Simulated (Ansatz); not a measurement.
A series of calculations on SiNH7S

### Relaxation

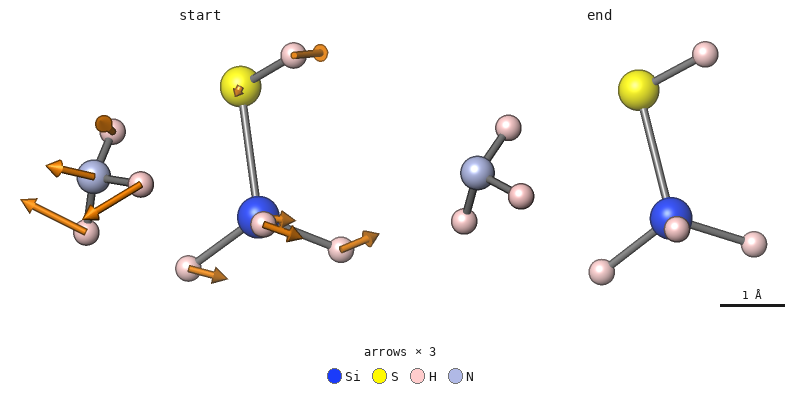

The structure of SiNH7S before (left) and after (right) a relaxation, at one scale. The orange arrows give the displacements, magnified 3 times.

Style: ball-and-stick. Shown at a tilt.

The run prepares an end point of a later path (reaction) calculation, from a guessed geometry.

Level of theory: UKS PBE0/def2-SVP in Ansatz. (collinear spin; force threshold 0.03 eV/Å; at most 50 steps)

What changed between the two?

The largest move after the best rigid fit is that of an H atom, 0.39 Å. Largest moves by element: H 0.39 Å, N 0.30 Å, Si 0.21 Å, S 0.07 Å. Near-neighbour distances that change, for instance: S–Si 2.161 → 2.153 Å. Bond angles that change, for instance: S–Si–H 108.0° → 105.2°, H–Si–H 113.1° → 110.7°, H–N–H 108.3° → 106.2°. Over 7 accepted moves (8 points after the start) the energy falls by 9.97 kJ/mol. The largest force component goes from 0.37 to 0.022 eV/Å. The line search rejected the trial step at point 2 of the run. The run took 20 s on 2 threads of Intel(R) Xeon(R) Platinum 8488C (Sapphire Rapids), with other jobs on the host, peak memory 0.23 GiB.

Limits of the set-up: the start holds two separate molecules, 2.2 Å apart at their closest, whose relative position is a soft coordinate and is computed without a dispersion correction.

### Relaxation

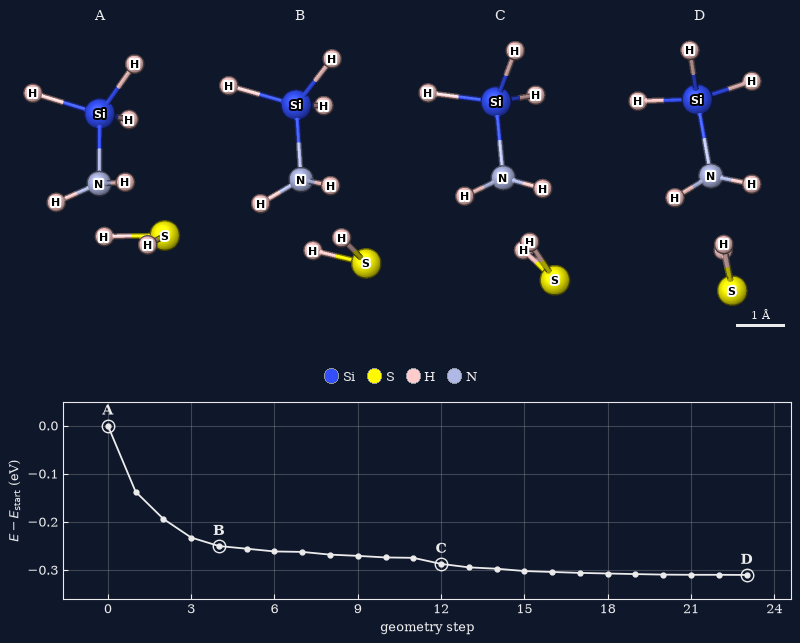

Frames of a relaxation of SiNH7S, marked on the history of the run. A ball-and-stick model, seen from a free direction.

The run prepares an end point of a later path (reaction) calculation, from a guessed geometry.

The calculation used UKS PBE0/def2-SVP in Ansatz. (collinear spin; force threshold 0.03 eV/Å; at most 50 steps)

> What happens along the run?

After 23 geometry steps the energy has fallen by 0.310 eV. The largest force component goes from 0.82 to 0.029 eV/Å. The largest move after the best rigid fit is that of the S atom, 1.37 Å. Largest moves by element: S 1.37 Å, H 1.18 Å, Si 0.38 Å, N 0.36 Å. Some distances before and after: N–Si 1.793 → 1.748 Å, H–Si 1.475 → 1.492 Å, H–S 1.355 → 1.365 Å, H–Si 1.497 → 1.492 Å. Bond angles that change, for instance: H–Si–N 116.3° → 107.6°, H–Si–N 107.5° → 115.4°, H–Si–H 108.3° → 110.7°. Groups turn about N–Si by about 60°. The run took 46 s on 2 threads of Intel(R) Xeon(R) Platinum 8488C (Sapphire Rapids), with other jobs on the host, peak memory 0.24 GiB. From step 0 to 4: the S atom moves most (0.61 Å), energy −0.250 eV. From step 4 to 12: S and H atoms move most (0.44 Å), energy −0.037 eV. From step 12 to 23: H atoms move most (0.57 Å), energy −0.023 eV.

| step | E − E(0), eV | largest force component, eV/Å |
| --- | --- | --- |
| 0 | 0.0000 | 0.8165 |
| 1 | -0.1374 | 0.5544 |
| 2 | -0.1939 | 0.3500 |
| 3 | -0.2326 | 0.2237 |
| 4 | -0.2503 | 0.2186 |
| 5 | -0.2558 | 0.3735 |
| 6 | -0.2615 | 0.0345 |
| 7 | -0.2624 | 0.0419 |
| 8 | -0.2681 | 0.0640 |
| 9 | -0.2707 | 0.0859 |
| 10 | -0.2740 | 0.1165 |
| 11 | -0.2747 | 0.4223 |
| 12 | -0.2874 | 0.1778 |
| 13 | -0.2945 | 0.0819 |
| 14 | -0.2974 | 0.1851 |
| 15 | -0.3022 | 0.0698 |
| 16 | -0.3041 | 0.1284 |
| 17 | -0.3060 | 0.0845 |
| 18 | -0.3073 | 0.1180 |
| 19 | -0.3085 | 0.0421 |
| 20 | -0.3096 | 0.0445 |
| 21 | -0.3100 | 0.0670 |
| 22 | -0.3100 | 0.0614 |
| 23 | -0.3103 | 0.0294 |

Limits of the set-up: the start holds two separate molecules, 2.3 Å apart at their closest, whose relative position is a soft coordinate and is computed without a dispersion correction.

### Path

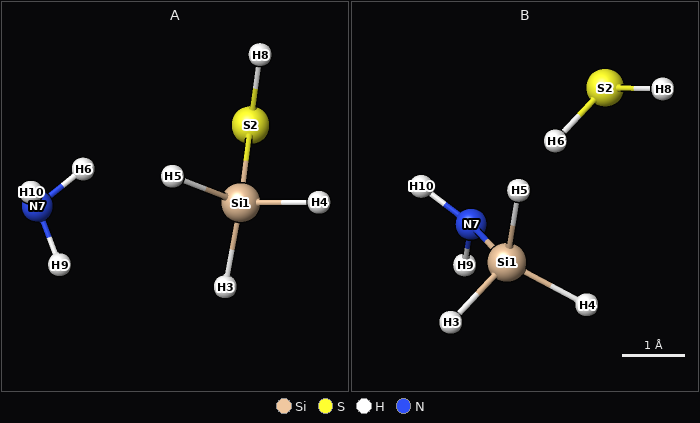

The two relaxed end points of a path for SiNH7S, made up at the start of SiH4S and NH3. Style: ball-and-stick. Shown at a tilt.

These are results of UKS PBE0/def2-SVP in Ansatz 0.2.0, not measurements.

Settings: 7 movable images; climbing image; force threshold 0.03 eV/Å; iteration limit 60.

Start:
```xyz
10

Si   -0.5071   -1.0694    0.7367
S     1.5720   -0.6047    1.0451
H    -0.5772   -1.6565   -0.6292
H    -0.9882   -2.0693    1.7352
H    -1.3710    0.1433    0.8331
H     0.9023    1.2399   -0.9690
N     0.2234    1.5433   -1.6672
H     1.3879   -0.0509    2.2633
H    -0.0298    0.7108   -2.1976
H    -0.6122    1.8135   -1.1505
```

End:
```xyz
10

Si   -1.2965   -0.7684   -0.1373
S     2.6334    1.1932    1.0527
H    -2.4649   -1.1775   -0.9843
H    -0.5619   -2.0057    0.2587
H    -1.8262   -0.0609    1.0649
H     1.5368    0.8182    0.3318
N    -0.1511    0.3039   -0.9082
H     2.2264    0.5060    2.1399
H     0.3694   -0.0576   -1.7033
H    -0.4653    1.2487   -1.1149
```

What barrier does the band find between them, and by what path?

Forward barrier 19.1 kcal/mol, backward barrier 17.3 kcal/mol, with image 4 at the top; the reaction energy is +1.8 kcal/mol. Breaking: H6–N7 (1.02 → 1.13 at the top → 2.16 Å), Si1–S2 (2.15 → 2.84 at the top → 4.55 Å). Forming: S2–H6 (2.81 → 1.88 at the top → 1.36 Å), Si1–N7 (3.62 → 1.88 at the top → 1.75 Å). The band converged in 21 iterations. The largest component of the band force went from 14 to 0.014 eV/Å. The climbing image converged on the top of the path. Its vibrational analysis gives one imaginary mode (224i cm⁻¹), as a transition state must have.

Energies of the converged images:

```tsv
image	path (Å)	E (kcal/mol)
0	0.00	0.0
1	1.11	1.3
2	2.22	4.1
3	3.33	15.3
4	4.44	19.1
5	5.24	4.8
6	6.04	1.7
7	6.84	1.7
8	7.64	1.8
```

The geometry at the top of the path:

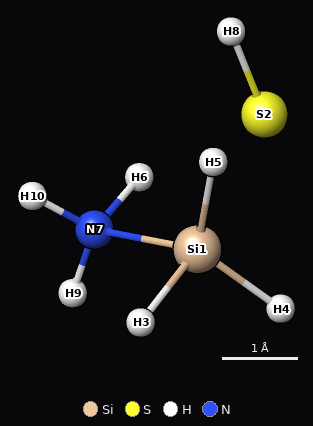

Limits of the set-up: the start holds two separate molecules, 2.7 Å apart at their closest, whose relative position is a soft coordinate and is computed without a dispersion correction.

The run took 4.9 min on 2 threads of Intel(R) Xeon(R) Platinum 8488C (Sapphire Rapids), on a shared host, peak memory 0.24 GiB.
